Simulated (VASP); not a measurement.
Band structure of Nb (relaxed from the diamond structure, space group Fd-3m). Method: PBEsol GGA, VASP's PBE PAW potentials (set 64) (plane waves; VASP 6.6.1).

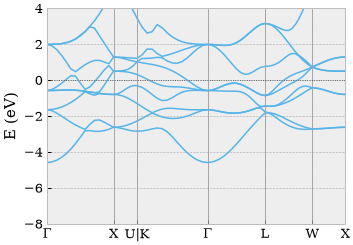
Figure. Bands along high-symmetry lines, zero at the valence-band maximum or, without a gap, the Fermi level

### Question
Read the plot: is there a gap, and where are the band edges?

### Answer
It has no gap at this level: it comes out as a metal or semimetal. (Edges off the drawn lines would not show.)

The structure was generated: Nb was put into the diamond type (Fd-3m), which need not be its known phase. It was relaxed first.
